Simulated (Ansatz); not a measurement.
# H4O3Si···HF: what the fields show

```yaml
atoms:
  - { symbol: Si, position_ang: [-0.1099, -0.8897, -0.0404] }
  - { symbol: F, position_ang: [1.2747, 2.0291, 0.3899] }
  - { symbol: O, position_ang: [-1.7557, -1.1392, 0.2905] }
  - { symbol: O, position_ang: [0.0745, 0.4904, -1.1149] }
  - { symbol: O, position_ang: [0.8141, -0.4035, 1.2837] }
  - { symbol: H, position_ang: [0.8189, 1.6032, -0.3899] }
  - { symbol: H, position_ang: [0.3488, -2.1317, -0.7005] }
  - { symbol: H, position_ang: [-2.2814, -0.6567, 0.9470] }
  - { symbol: H, position_ang: [-0.3551, 0.5796, -1.9789] }
  - { symbol: H, position_ang: [1.1707, 0.5187, 1.3135] }
```

Computed with RKS B3LYP-D4/6-31G in Ansatz.

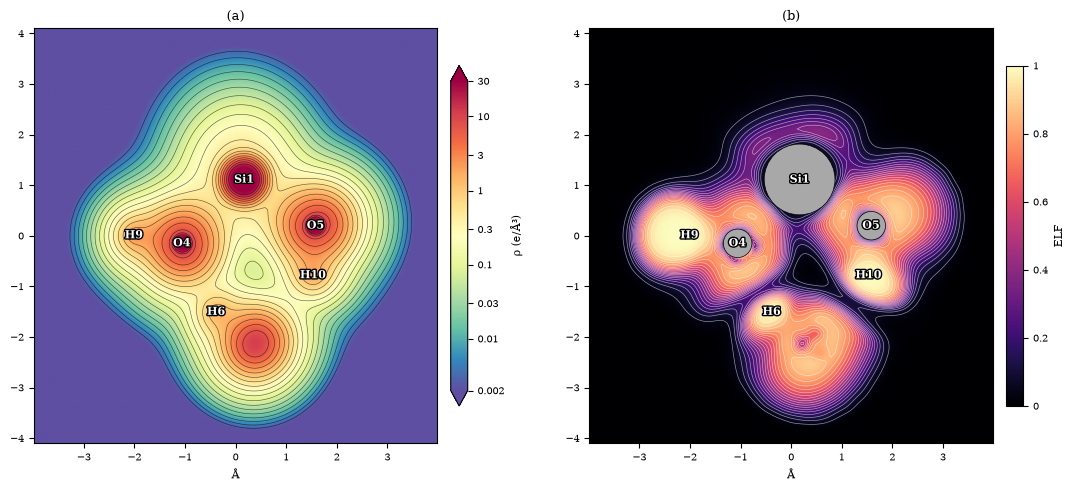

Figure 1. (a) total electron density; (b) electron localisation function on the plane of atoms O4, Si1 and O5. Grey discs cover the atomic cores in the ELF map.

Question: What do the fields say about this system?

Answer: The section cuts through Si, O and H sites.
O4···H6 (1.52 Å): the density falls to about 0.48 e/Å³ on the way; the ELF dips to about 0.25 between them; a closed-shell contact with the geometry of a hydrogen bond.
Si–O (1.69 Å): ρ at the midpoint is about 0.91 e/Å³; the ELF peaks at about 0.85 between the atoms: a polar covalent bond.
O–H (0.97 Å): ρ at the midpoint is about 3.4 e/Å³; the ELF climbs to about 1 towards the hydrogen, as it does in any bond to H (an ordinary covalent bond to hydrogen).
Si–O (1.76 Å): ρ is about 0.77 e/Å³ halfway; the ELF peaks at about 0.85 between the atoms, as expected for a polar covalent bond.
The ELF also peaks beside F2 and O5, away from the bonds: lone-pair regions.

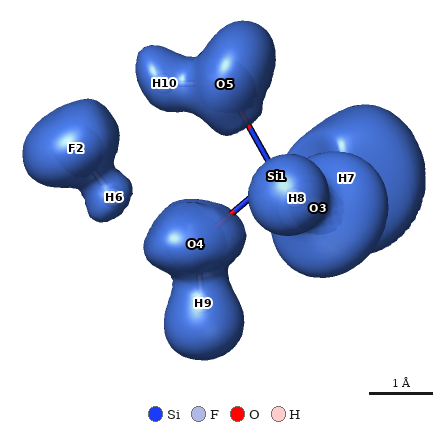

Figure 2. Isosurface of the ELF at 0.75 (blue), seen at a tilt. Core shells and regions of very low density are left out.

Question: Describe the localisation domains.

Answer: The ELF exceeds this value in one region around a hydrogen nucleus, one joined region spread over several atoms (F, H), in which their bonds and any lone pairs are merged and three joined regions spread over several atoms (H, O), in which their bonds and any lone pairs are merged.

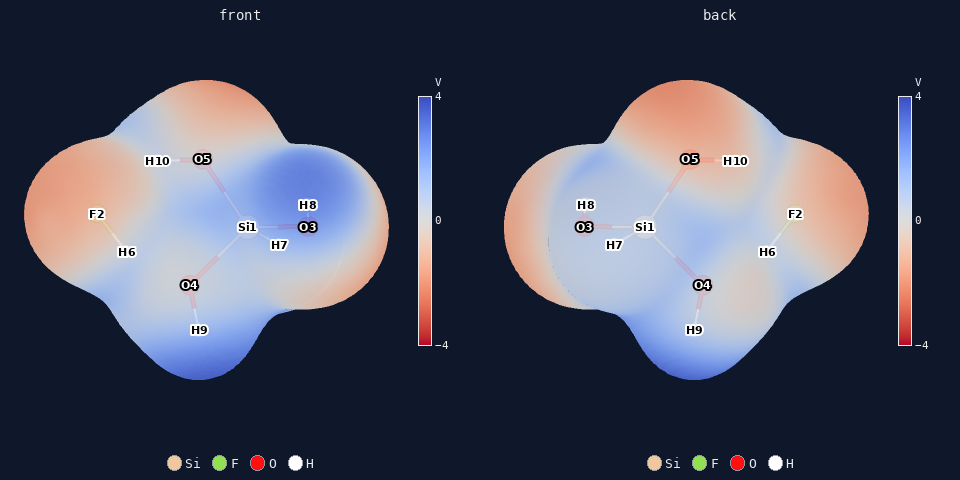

Figure 3. The molecular electrostatic potential painted on the density surface at 0.002 e/bohr³, seen from the front and from behind; red is negative and blue positive.

Question: Where is the surface potential most negative and most positive?

Answer: The most negative region (about −2.0 V) lies over O5, the most positive (about +3.4 V) over H9. O5 is the likeliest acceptor of a hydrogen bond.
